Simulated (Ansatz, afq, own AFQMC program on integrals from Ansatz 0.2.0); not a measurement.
**SiH₂Cl (doublet): quantum Monte Carlo beside coupled cluster at distance Cl1–H2 along a hydrogen transfer = 1.578 Å, cc-pVTZ**

Aim: compute SiH₂Cl (doublet) with auxiliary-field quantum Monte Carlo on the same integrals as coupled cluster, and set the energies side by side.

Program: Ansatz 0.2.0, Gaussian basis, and an in-house AFQMC program (afq) on its integrals; all values are calculated. Level of theory: cc-pVTZ, frozen cores. These are calculated values, not measurements.

Plan: CCSD(T) on UHF; PBE (unrestricted); r2SCAN (unrestricted); CCSDT(Q) on UHF; PBE0 (unrestricted); B3LYP (unrestricted); wB97M-V (unrestricted); B2PLYP (unrestricted); Phaseless AFQMC, CISD trial on UHF.

### 1 What is computed

The geometry derives from fragments relaxed apart (PBE0/def2-TZVP) and kept rigid, so it is no stationary point. A hydrogen atom is moved between rigid fragments.

4 atoms, charge 0, spin multiplicity 2.

Atoms are counted from 1 here; the program's logs count them from 0.

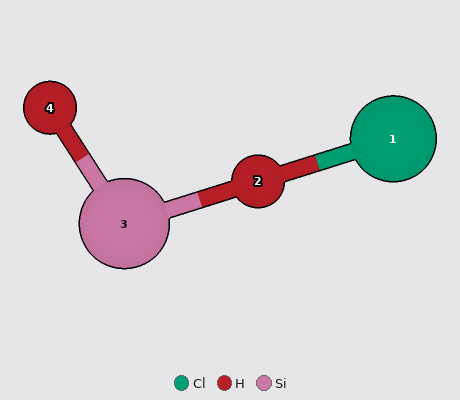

The structure; chlorine teal, hydrogen red, silicon pink; atoms are numbered from 1 in the order of the file.

### 2 CCSD(T) on UHF

File in.yaml:

```yaml
crystal:
  periodic: [false, false, false]
  atoms:
    - {symbol: Cl, position_ang: [-1.423022, 0.022748, 0.000000]}
    - {symbol: H, position_ang: [0.154978, 0.022748, 0.000000]}
    - {symbol: Si, position_ang: [1.714978, 0.022748, 0.000000]}
    - {symbol: H, position_ang: [2.111412, -1.456765, 0.000000]}
basis:
  gaussian: {orbitals: cc-pVTZ}
magnetization: {spin_polarized: true, initial_magnetization: 1}
correlation: {method: ccsd_t, electrons: outside_noble_gas, hamiltonian_folder: ham}
```

Command:

```bash
$ ansatz run in.yaml --threads 1 --pin off --events-out ev --progress --plain --max-ram 16896MiB --backend cuda --devices 0, --max-vram 18GiB
```

Standard output, shortened:

```text
Functional definition: HF
  name "HF"
  cite "Fock, Z. Phys. 61, 126 (1930) doi:10.1007/BF01340294"
  parent pbe
[...]
562 factors; integrals over basis functions are off by at most 1.2e-3 eV
[...]
mean field -20395.18826915 eV, -749.5093445362 hartree, gradient 1.9e-6 eV, S^2 1.071562; 17 other end points of the search recorded, 0 dependent functions left out
determinant -20395.18826915 eV, -749.5093445362 hartree, with singles and doubles -20404.37735561 eV, -749.8470372350 hartree
determinant -20394.79829065 eV, -749.4950130905 hartree, with singles and doubles -20403.68291962 eV, -749.8215171829 hartree
determinant -20394.48429270 eV, -749.4834738787 hartree, with singles and doubles -20403.98254833 eV, -749.8325283350 hartree
determinant -20394.36406942 eV, -749.4790557549 hartree, with singles and doubles -20403.58579022 eV, -749.8179477433 hartree
determinant -20393.02029622 eV, -749.4296730004 hartree, with singles and doubles -20401.73253372 eV, -749.7498418232 hartree
determinant -20392.98567575 eV, -749.4284007215 hartree, with singles and doubles -20401.69575377 eV, -749.7484901852 hartree
determinant -20392.66909960 eV, -749.4167667626 hartree, with singles and doubles -20401.81348198 eV, -749.7528166170 hartree
determinant -20392.29121761 eV, -749.4028798556 hartree, with singles and doubles -20400.99034491 eV, -749.7225668875 hartree
determinant -20395.18826915 eV, -749.5093445362 hartree, with singles and doubles -20404.34497063 eV, -749.8458471089 hartree
determinant -20394.48429270 eV, -749.4834738787 hartree, with singles and doubles -20404.28264048 eV, -749.8435565182 hartree
determinant -20395.14100032 eV, -749.5076074387 hartree, with singles and doubles -20404.45387590 eV, -749.8498493036 hartree
10 core orbitals not correlated: weight in the atoms' cores, before any rotation towards them, 1.000 or more for the frozen orbitals, at most 0.000 for the correlated occupied ones
reference -20395.18826915 eV, -749.5093445362 hartree; 7, 6 occupied and 79, 80 virtual orbitals, 562 factors
second order -7.82763840 eV of doubles, -0.00000000 eV of singles
cycle   1  -9.15670187 eV  change   -3.9e-7 eV  update   2.9e-6
perturbative correction -0.36890908 eV, -0.0135571586 hartree
Total energy: -20404.71388010 eV, -749.8594042817 hartree
```

Wall time 4.3 s (1 × NVIDIA H100 80GB HBM3 with 1 thread of AMD EPYC 7R13 (Zen 3), shared host); peak host memory 1.8 GiB.

From the report: ⟨S²⟩ of the determinant 1.072 (pure doublet: 0.75); correlation -9.5256 eV; T1 0.074; largest double amplitude 0.05.

This run also writes the integrals to the folder ham.

### 3 PBE (unrestricted)

in.yaml: that of step 2 with these lines changed.

```diff
@@ -10,2 +10,3 @@
 magnetization: {spin_polarized: true, initial_magnetization: 1}
-correlation: {method: ccsd_t, electrons: outside_noble_gas, hamiltonian_folder: ham}
+hamiltonian: {xc: {name: PBE}}
+output: {orbitals: {seedname: orbitals}}
```

Command:

```bash
$ ansatz run in.yaml --threads 1 --pin off --events-out ev --progress --plain --max-ram 5632MiB --backend cpu
```

Standard output, shortened:

```text
Functional definition: PBE
  name "PBE"
  cite "Perdew, Burke & Ernzerhof, Phys. Rev. Lett. 77, 3865 (1996) doi:10.1103/PhysRevLett.77.3865"
  parent pbe
[...]
668 factors; their error is unknown
[...]
mean field -20421.26910256 eV, -750.4677974856 hartree, gradient 1.2e-5 eV, S^2 0.754597; 10 other end points of the search recorded, 0 dependent functions left out
reference -20421.26913300 eV, -750.4677986044 hartree; 17, 16 occupied and 79, 80 virtual orbitals, 668 factors
Total energy: -20421.26913300 eV, -750.4677986044 hartree
```

Wall time 9 s (1 thread of AMD EPYC 7R13 (Zen 3), shared host); peak memory 1.8 GiB.

From the report: ⟨S²⟩ of the determinant 0.755 (pure doublet: 0.75).

### 4 r2SCAN (unrestricted)

in.yaml: that of step 3 with these lines changed.

```diff
@@ -10,3 +10,2 @@
 magnetization: {spin_polarized: true, initial_magnetization: 1}
-hamiltonian: {xc: {name: PBE}}
-output: {orbitals: {seedname: orbitals}}
+hamiltonian: {xc: {name: r2SCAN}}
```

Launched as before.

Standard output:

```text
Functional definition: r2SCAN
  name "r2SCAN"
  cite "Furness, Kaplan, Ning, Perdew & Sun, J. Phys. Chem. Lett. 11, 8208 (2020) doi:10.1021/acs.jpclett.0c02405"
  cite "Furness, Kaplan, Ning, Perdew & Sun, J. Phys. Chem. Lett. 11, 9248 (2020) doi:10.1021/acs.jpclett.0c03077"
  parent r2scan
  parameter k0 = 0.174
  parameter k1 = 0.065
  parameter a1 = 4.9479
  exchange = r2scan_x(k0 = k0, k1 = k1, a1 = a1)
  correlation = r2scan_c
668 factors; their error is unknown
mean field evaluation 1: about -20427.3525 eV, gradient 1.4e1 eV
mean field evaluation 2: about -20386.1925 eV, gradient 6.1e1 eV
mean field evaluation 4: about -20428.7531 eV, gradient 2.6e0 eV
mean field evaluation 8: about -20428.7999 eV, gradient 1.7e-1 eV
mean field evaluation 16: about -20428.7676 eV, gradient 1.0e-4 eV
mean field evaluation 32: about -20428.2633 eV, gradient 9.8e-4 eV
mean field -20428.76755267 eV, -750.7433604445 hartree, gradient 6.0e-6 eV, S^2 0.760247; 5 other end points of the search recorded, 0 dependent functions left out
reference -20428.76756303 eV, -750.7433608253 hartree; 17, 16 occupied and 79, 80 virtual orbitals, 668 factors
Total energy: -20428.76756303 eV, -750.7433608253 hartree
```

It took 12 s on 1 thread of AMD EPYC 7R13 (Zen 3), shared host; peak memory 1.8 GiB.

From the report: ⟨S²⟩ of the determinant 0.760 (pure doublet: 0.75).

### 5 CCSDT(Q) on UHF

in.yaml: that of step 4 with these lines changed.

```diff
@@ -10,2 +10,2 @@
 magnetization: {spin_polarized: true, initial_magnetization: 1}
-hamiltonian: {xc: {name: r2SCAN}}
+correlation: {method: ccsdt_q, electrons: outside_noble_gas}
```

Command:

```bash
$ ansatz run in.yaml --threads 1 --pin off --events-out ev --progress --plain --max-ram 16896MiB --backend cuda --devices 0, --max-vram 18GiB
```

Standard output, shortened:

```text
Functional definition: HF
  name "HF"
  cite "Fock, Z. Phys. 61, 126 (1930) doi:10.1007/BF01340294"
  parent pbe
[...]
1150 factors; integrals over basis functions are off by at most 2.0e-7 eV
[...]
mean field -20395.18829423 eV, -749.5093454579 hartree, gradient 1.1e-6 eV, S^2 1.071565; 18 other end points of the search recorded, 0 dependent functions left out
determinant -20395.18829423 eV, -749.5093454579 hartree, with singles and doubles -20404.37739322 eV, -749.8470386170 hartree
determinant -20394.79832042 eV, -749.4950141845 hartree, with singles and doubles -20403.68296136 eV, -749.8215187169 hartree
determinant -20394.48432082 eV, -749.4834749120 hartree, with singles and doubles -20403.98259131 eV, -749.8325299145 hartree
determinant -20394.36410268 eV, -749.4790569771 hartree, with singles and doubles -20403.58583158 eV, -749.8179492635 hartree
[...]
determinant -20395.18829423 eV, -749.5093454579 hartree, with singles and doubles -20404.34498574 eV, -749.8458476643 hartree
determinant -20394.48432082 eV, -749.4834749120 hartree, with singles and doubles -20404.28265564 eV, -749.8435570752 hartree
determinant -20395.14102444 eV, -749.5076083250 hartree, with singles and doubles -20404.45391725 eV, -749.8498508234 hartree
10 core orbitals not correlated: weight in the atoms' cores, before any rotation towards them, 1.000 or more for the frozen orbitals, at most 0.000 for the correlated occupied ones
reference -20395.18829423 eV, -749.5093454579 hartree; 7, 6 occupied and 79, 80 virtual orbitals, 1150 factors
second order -7.82766126 eV of doubles, -0.00000000 eV of singles
cycle   1  -8.60383835 eV  change   -7.8e-1 eV  update   9.6e-2
[...]
cycle  39  -9.57377089 eV  change    7.9e-7 eV  update   1.1e-6
perturbative correction -0.02159665 eV, -0.0007936624 hartree
Total energy: -20404.78366177 eV, -749.8619687110 hartree
```

It took 19 s on 1 × NVIDIA H100 80GB HBM3 with 1 thread of AMD EPYC 7R13 (Zen 3), shared host; peak host memory 1.8 GiB.

From the report: ⟨S²⟩ of the determinant 1.072 (pure doublet: 0.75); correlation -9.5954 eV; T1 0.083; largest double amplitude 0.06.

### 6 PBE0 (unrestricted)

in.yaml: that of step 5 with these lines changed.

```diff
@@ -10,2 +10,3 @@
 magnetization: {spin_polarized: true, initial_magnetization: 1}
-correlation: {method: ccsdt_q, electrons: outside_noble_gas}
+hamiltonian: {xc: {name: PBE0}}
+output: {orbitals: {seedname: orbitals}}
```

Command:

```bash
$ ansatz run in.yaml --threads 1 --pin off --events-out ev --progress --plain --max-ram 5632MiB --backend cpu
```

Standard output:

```text
Functional definition: PBE0
  name "PBE0"
  cite "Adamo & Barone, J. Chem. Phys. 110, 6158 (1999) doi:10.1063/1.478522"
  cite "Perdew, Burke & Ernzerhof, Phys. Rev. Lett. 77, 3865 (1996) doi:10.1103/PhysRevLett.77.3865"
  parent pbe
  parameter a = 0.25
  parameter kappa = 0.804
  parameter beta = 0.06672455060314922
  exchange = (1 - a)*pbe_x(kappa = kappa, mu = beta*pi^2/3) + a*exact_x
  correlation = pbe_c(beta = beta)
703 factors; their error is unknown
mean field evaluation 1: about -20421.3775 eV, gradient 1.3e1 eV
mean field evaluation 2: about -20411.2726 eV, gradient 4.0e1 eV
mean field evaluation 4: about -20422.7568 eV, gradient 1.8e0 eV
mean field evaluation 8: about -20422.7840 eV, gradient 6.0e-2 eV
mean field evaluation 16: about -20422.8920 eV, gradient 1.1e-4 eV
mean field evaluation 32: about -20422.6597 eV, gradient 1.4e0 eV
mean field -20422.89197499 eV, -750.5274369475 hartree, gradient 1.5e-5 eV, S^2 0.760809; 3 other end points of the search recorded, 0 dependent functions left out
reference -20422.89199811 eV, -750.5274377971 hartree; 17, 16 occupied and 79, 80 virtual orbitals, 703 factors
Total energy: -20422.89199811 eV, -750.5274377971 hartree
```

Wall time 4.7 s (1 thread of AMD EPYC 7R13 (Zen 3), shared host); peak memory 1.8 GiB.

From the report: ⟨S²⟩ of the determinant 0.761 (pure doublet: 0.75).

### 7 B3LYP (unrestricted)

in.yaml: that of step 6 with these lines changed.

```diff
@@ -10,3 +10,2 @@
 magnetization: {spin_polarized: true, initial_magnetization: 1}
-hamiltonian: {xc: {name: PBE0}}
-output: {orbitals: {seedname: orbitals}}
+hamiltonian: {xc: {name: B3LYP}}
```

Same command.

Standard output, shortened:

```text
Functional definition: B3LYP
  name "B3LYP"
  cite "Stephens, Devlin, Chabalowski & Frisch, J. Phys. Chem. 98, 11623 (1994) doi:10.1021/j100096a001"
  cite "Becke, Phys. Rev. A 38, 3098 (1988) doi:10.1103/PhysRevA.38.3098"
  cite "Lee, Yang & Parr, Phys. Rev. B 37, 785 (1988) doi:10.1103/PhysRevB.37.785"
  cite "Vosko, Wilk & Nusair, Can. J. Phys. 58, 1200 (1980) doi:10.1139/p80-159"
[...]
692 factors; their error is unknown
[...]
mean field -20431.60204370 eV, -750.8475260689 hartree, gradient 2.5e-5 eV, S^2 0.757494; 2 other end points of the search recorded, 0 dependent functions left out
reference -20431.60225160 eV, -750.8475337090 hartree; 17, 16 occupied and 79, 80 virtual orbitals, 692 factors
Total energy: -20431.60225160 eV, -750.8475337090 hartree
```

Run time: 2.5 s. Hardware: 1 thread of AMD EPYC 7R13 (Zen 3), shared host; peak memory 1.8 GiB.

From the report: ⟨S²⟩ of the determinant 0.757 (pure doublet: 0.75).

### 8 wB97M-V (unrestricted)

in.yaml: that of step 7 with these lines changed.

```diff
@@ -10,2 +10,3 @@
 magnetization: {spin_polarized: true, initial_magnetization: 1}
-hamiltonian: {xc: {name: B3LYP}}
+hamiltonian: {xc: {name: wB97M-V}}
+output: {orbitals: {seedname: orbitals}}
```

Launched as before.

Standard output, shortened:

```text
Functional definition: wB97M-V
  name "wB97M-V"
  cite "Mardirossian & Head-Gordon, J. Chem. Phys. 144, 214110 (2016) doi:10.1063/1.4952647"
  cite "Becke, J. Chem. Phys. 107, 8554 (1997) doi:10.1063/1.475007"
  cite "Vydrov & Van Voorhis, J. Chem. Phys. 133, 244103 (2010) doi:10.1063/1.3521275"
  # Of w^i u^j: cxij and so on, Table III.
[...]
  gx(w, u) = 1 - cx + cx01*u + cx10*w
  gss(w, u) = css00 + css04*u^4 + css10*w + css20*w^2 + css43*w^4*u^3
  gos(w, u) = cos00 + cos10*w + (cos20 + cos21*u)*w^2 + (cos60 + cos61*u)*w^6
[...]
      + integral(e_c_pw_mod_opposite_spin*gos(b97_w_opposite, b97_u_opposite)) + vv10(b, c)
680 factors; their error is unknown
135 factors; integrals over basis functions are off by at most 7.5e-5 eV
[...]
mean field -20428.91557826 eV, -750.7488002847 hartree, gradient 3.8e-5 eV, S^2 0.757668; 1 other end points of the search recorded, 0 dependent functions left out
reference -20428.91561374 eV, -750.7488015887 hartree; 17, 16 occupied and 79, 80 virtual orbitals, 680 factors
Total energy: -20428.91561374 eV, -750.7488015887 hartree
```

It took 16 s on 1 thread of AMD EPYC 7R13 (Zen 3), shared host; peak memory 1.8 GiB.

From the report: ⟨S²⟩ of the determinant 0.758 (pure doublet: 0.75).

### 9 B2PLYP (unrestricted)

in.yaml: that of step 8 with these lines changed.

```diff
@@ -10,3 +10,3 @@
 magnetization: {spin_polarized: true, initial_magnetization: 1}
-hamiltonian: {xc: {name: wB97M-V}}
-output: {orbitals: {seedname: orbitals}}
+hamiltonian: {xc: {name: B2PLYP}}
+correlation: {electrons: outside_noble_gas}
```

Same command.

Standard output, shortened:

```text
Functional definition: B2PLYP
  name "B2PLYP"
  cite "Grimme, J. Chem. Phys. 124, 034108 (2006) doi:10.1063/1.2148954"
  cite "Becke, Phys. Rev. A 38, 3098 (1988) doi:10.1103/PhysRevA.38.3098"
  cite "Lee, Yang & Parr, Phys. Rev. B 37, 785 (1988) doi:10.1103/PhysRevB.37.785"
[...]
562 factors; integrals over basis functions are off by at most 1.2e-3 eV
[...]
mean field -20420.79290201 eV, -750.4502974383 hartree, gradient 5.0e-6 eV, S^2 0.770614; 2 other end points of the search recorded, 0 dependent functions left out
10 core orbitals not correlated: weight in the atoms' cores, before any rotation towards them, 1.000 or more for the frozen orbitals, at most 0.000 for the correlated occupied ones
reference -20420.79303492 eV, -750.4503023228 hartree; 7, 6 occupied and 79, 80 virtual orbitals, 562 factors
second order -10.03896358 eV of doubles, -0.00000000 eV of singles
Total energy: -20423.50355509 eV, -750.5499121017 hartree
```

It took 5 s on 1 thread of AMD EPYC 7R13 (Zen 3), shared host; peak memory 1.8 GiB.

From the report: ⟨S²⟩ of the determinant 0.771 (pure doublet: 0.75).

### 10 Phaseless AFQMC, CISD trial on UHF

It reads the integrals that the CCSD(T) run on this determinant wrote.

Command:

```bash
$ afq ham --method phaseless --trial cisd --walkers 1500 --populations 20 --least-time 60 --time-step 0.005 --steps-per-block 50 --equilibration-blocks 28 --max-blocks 4000 --target-error 0.00021 --factor-cut 1e-05 --start spin_pure --seed 5905 --release-times 0.24,0.51,0.99,1.62,2.4 --release-step 0.03 --release-every 3 --taylor-order 6
```

Standard output:

```text
orbitals 86  electrons 7 6  factors 548 of 562
reference energy -749.50934454 Eh
CCSD correlation -0.33650288 Eh in 23 cycles, weight of the determinant in the CISD state 0.7349
energy of the start -749.808682 Eh
 block  time / (1/Eh)  mean weight  energy / Eh
     1     0.250  0.9999  -749.822906
     2     0.500  0.9999  -749.834965
     3     0.750  1.0006  -749.843218
     4     1.000  0.9998  -749.848314
     5     1.250  1.0002  -749.851014
     6     1.500  0.9992  -749.853604
     7     1.750  0.9997  -749.856698
     8     2.000  1.0000  -749.856137
     9     2.250  0.9998  -749.857066
    10     2.500  0.9999  -749.860527
    15     3.750  0.9997  -749.859317
    22     5.500  1.0002  -749.863303
    29     7.250  0.9992  -749.861487
    36     9.000  0.9993  -749.862869
    43    10.750  1.0002  -749.861401
    50    12.500  1.0005  -749.862352
    57    14.250  1.0005  -749.859401
    64    16.000  1.0000  -749.862406
    71    17.750  1.0003  -749.862427
    78    19.500  0.9996  -749.859656
    85    21.250  0.9999  -749.859926
    92    23.000  1.0001  -749.862929
    99    24.750  1.0004  -749.858935
   106    26.500  1.0001  -749.862931
   113    28.250  0.9997  -749.862494
   120    30.000  0.9998  -749.862573
   127    31.750  0.9996  -749.861450
   134    33.500  0.9994  -749.859242
   141    35.250  0.9999  -749.858959
   148    37.000  1.0000  -749.862883
   155    38.750  0.9997  -749.861808
   162    40.500  1.0002  -749.858415
   169    42.250  0.9997  -749.860839
   176    44.000  1.0002  -749.862940
   183    45.750  1.0007  -749.863127
   190    47.500  0.9997  -749.860459
   197    49.250  0.9998  -749.861303
   204    51.000  0.9994  -749.861265
   211    52.750  0.9991  -749.857898
   218    54.500  1.0001  -749.861204
   225    56.250  1.0005  -749.859530
   232    58.000  1.0006  -749.859329
   239    59.750  1.0001  -749.862225
   246    61.500  0.9995  -749.860831
   253    63.250  1.0001  -749.861860
   260    65.000  1.0001  -749.858032
   267    66.750  1.0003  -749.862319
   274    68.500  0.9997  -749.861413
   281    70.250  1.0000  -749.858528
   288    72.000  0.9998  -749.860507
error from the spread of 20 populations
released: time / (1/Eh)  energy / Eh  error  mean overlap
  0.24  -749.861013  0.000243  0.9992
  0.51  -749.861591  0.000234  0.9947
  0.99  -749.861535  0.000190  0.9922
  1.62  -749.861644  0.000304  0.9854
  2.40  -749.861473  0.000408  0.9863
energy -749.860870 +/- 0.000224 Eh
```

It took 4 min on 1 × NVIDIA H100 80GB HBM3 with 2 threads of AMD EPYC 7R13 (Zen 3), shared host; peak host memory 1.8 GiB.

Energy -20404.7538 ± 0.0061 eV. Caveats: constraint bias not in the error.

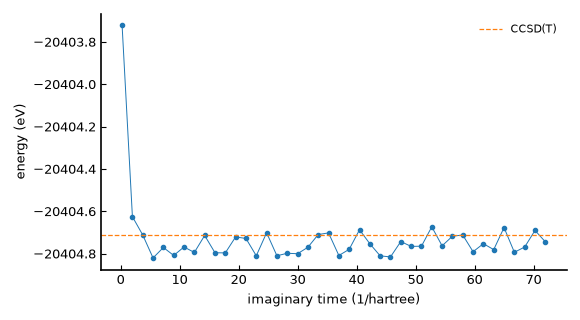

Block energies along the walk.

### 11 AFQMC on the ladder

On the UHF determinant, counted from CCSDT(Q) (a yardstick, not exact):

```
                                                level  energy (eV)  from CCSDT(Q) (kcal/mol)  statistical error (kcal/mol)   time
                                                   HF  -20395.1883                   +221.28                                     
                                                  MP2  -20403.0159                    +40.77                                     
                                                 CCSD  -20404.3450                    +10.12                                     
                                              CCSD(T)  -20404.7139                     +1.61                                     
                                             CCSDT(Q)  -20404.7837                      0.00                                     
Phaseless AFQMC, CISD trial, step 0.005, 1500 walkers  -20404.7538                     +0.69                          0.14  4 min
```

The functionals' totals stand on their own zeros and serve differences with other points: PBE -20421.269 eV; r2SCAN -20428.768 eV; PBE0 -20422.892 eV; B3LYP -20431.602 eV; wB97M-V -20428.916 eV; B2PLYP -20423.504 eV.

### 12 Results

| quantity | value |
| --- | --- |
| CCSD(T) on UHF from CCSDT(Q) | +1.61 kcal/mol |
| Phaseless AFQMC, CISD trial on UHF from CCSDT(Q) | +0.69 ± 0.14 kcal/mol |

What this shows: On UHF the phaseless walk with the CISD trial lies +0.69 kcal/mol from CCSDT(Q), 5 times its error bar. Error bars are statistical and leave out the constraint, the time step and what remains of the start.
